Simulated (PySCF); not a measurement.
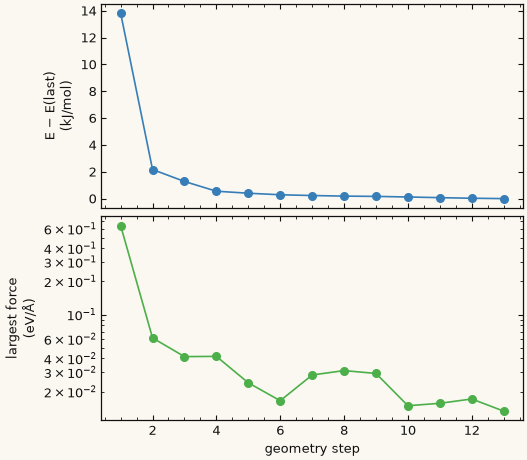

History of a geometry optimisation. MeSi(SMe)3 (SMILES CS[Si](C)(SC)SC); PBE0-D3(BJ)/def2-SVP, geometry optimisation in PySCF 2.14.0, density fitting.

The optimisation met its thresholds at geometry 13, counting the start as the first. The energy fell by about 14 kJ/mol from the first step to the last. The largest force goes from about 0.64 eV/Å at the start to 0.013 eV/Å at the end.
